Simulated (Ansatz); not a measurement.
**Single-point calculation of Si2H6O3**

- system: Si2H6O3
- method: RKS PBE0-D4/def2-TZVPP (Ansatz 0.2.0)

The geometry comes from this level: PBE0-D4/def2-TZVP.

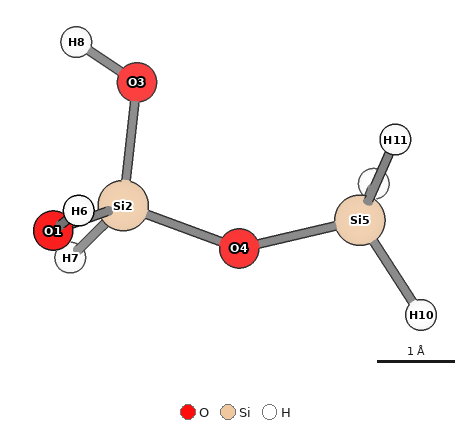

Figure 1. The input geometry (ball-and-stick view, seen at a tilt; atoms are numbered from 1 in the order of the input). Bond lengths as drawn: H–O 0.96 Å, H–Si 1.47 to 1.49 Å and O–Si 1.62 to 1.64 Å.

**Input**
```yaml
crystal:
  periodic: [false, false, false]
  atoms:
    - {symbol: O, position_ang: [-2.050090, 0.722466, 1.083641]}
    - {symbol: Si, position_ang: [-0.434525, 0.605765, 0.893286]}
    - {symbol: O, position_ang: [0.207122, -0.703976, 1.641543]}
    - {symbol: O, position_ang: [-0.039661, 0.422614, -0.668726]}
    - {symbol: Si, position_ang: [0.977397, -0.380036, -1.674254]}
    - {symbol: H, position_ang: [-2.605673, 0.045495, 0.693810]}
    - {symbol: H, position_ang: [0.098695, 1.867516, 1.435603]}
    - {symbol: H, position_ang: [0.074218, -0.792011, 2.586049]}
    - {symbol: H, position_ang: [2.373371, -0.310104, -1.171871]}
    - {symbol: H, position_ang: [0.897341, 0.267887, -3.006208]}
    - {symbol: H, position_ang: [0.567305, -1.802618, -1.792273]}
basis:
  gaussian: {orbitals: def2-TZVPP}
hamiltonian: {xc: pbe0, dispersion: d4}
output: {orbitals: {seedname: orbitals}}
```

Hardware: 4 threads of Arm Neoverse V2, 23 GiB of memory available, shared host.

Launched with:
```bash
ansatz run in.yaml --threads 4 --pin off --events-out ev --progress --plain --max-ram 10444MiB
```

**The program's output**
```
Functional definition: PBE0
  name "PBE0"
  cite "Adamo & Barone, J. Chem. Phys. 110, 6158 (1999) doi:10.1063/1.478522"
  cite "Perdew, Burke & Ernzerhof, Phys. Rev. Lett. 77, 3865 (1996) doi:10.1103/PhysRevLett.77.3865"
  parent pbe
  parameter a = 0.25
  parameter kappa = 0.804
  parameter beta = 0.06672455060314922
  exchange = (1 - a)*pbe_x(kappa = kappa, mu = beta*pi^2/3) + a*exact_x
  correlation = pbe_c(beta = beta)
1389 factors; their error is unknown
mean field evaluation 1: about -21978.5358 eV, gradient 8.5e1 eV
mean field evaluation 2: about -21962.7654 eV, gradient 1.3e2 eV
mean field evaluation 4: about -21989.3166 eV, gradient 5.8e0 eV
mean field evaluation 8: about -21989.3670 eV, gradient 2.5e-2 eV
mean field evaluation 16: about -21989.4152 eV, gradient 2.2e-5 eV
mean field -21989.41518878 eV, -808.0961032267 hartree, gradient 2.2e-5 eV, S^2 0.000000; 0 other end points of the search recorded, 0 dependent functions left out
reference -21989.41522355 eV, -808.0961045047 hartree; 29, 29 occupied and 232, 232 virtual orbitals, 1389 factors
Total energy: -21989.61659102 eV, -808.1035046224 hartree
```

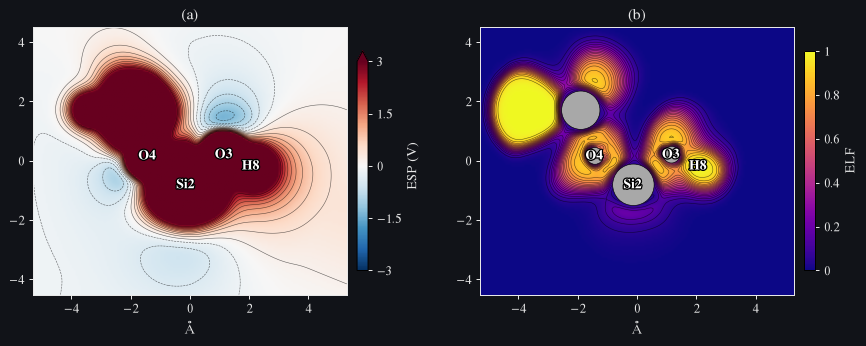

Figure 2. (a) molecular electrostatic potential; (b) ELF on the plane of atoms Si2, O3 and H8. Grey discs, where drawn, cover atomic cores. Atoms in the plane: Si, O and H.

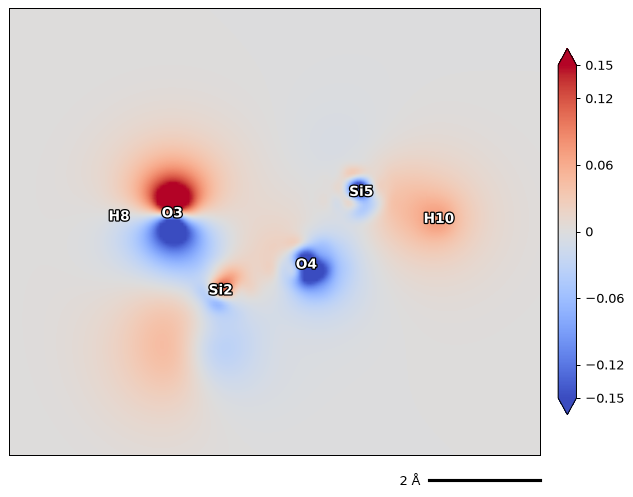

Figure 3. One frontier orbital on the plane of atoms O4, Si5 and H10 (values in Å⁻³ᐟ²; the overall sign is arbitrary). The HOMO, at −8.84 eV. Its weight (Hirshfeld) is mainly on O4 (30 %), Si5 (20 %), H11 (15 %) and H9 (15 %).

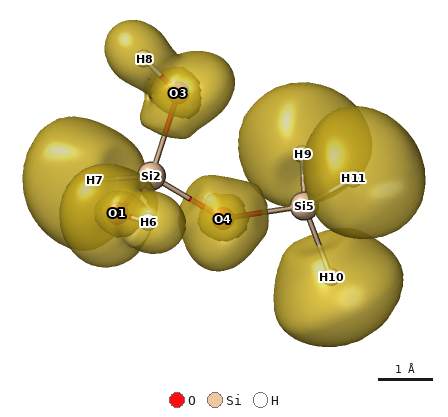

Figure 4. Isosurface of the ELF at 0.75 (yellow), seen at a tilt. Only the valence region is drawn (cores and ρ < 0.01 e/Å³ removed). Along the contacts the grid gives the following.

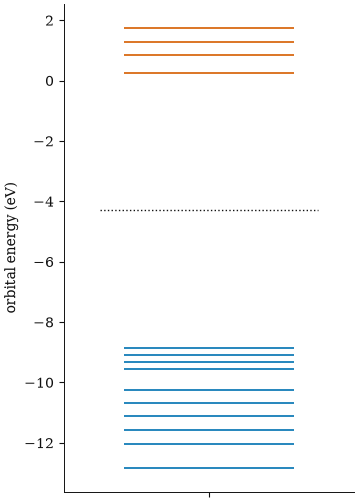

Figure 5. Orbital energies near the frontier; the dotted line parts filled from empty levels, and levels within 0.02 eV of each other stand side by side. Highest filled −8.84 eV, lowest empty 0.24 eV, 9.08 eV apart.

**Results in brief**

| quantity | value |
| --- | --- |
| outcome | converged |
| total energy | −21989.6166 eV |
| mean-field energy | −21989.4152 eV |
| dispersion energy | −0.2014 eV |
| SCF solution under orbital rotations | stable |
| HOMO | −8.84 eV |
| LUMO | 0.24 eV |
| wall time | 3.7 s (CPU time 14 s) |
| peak memory | 0.67 GiB |
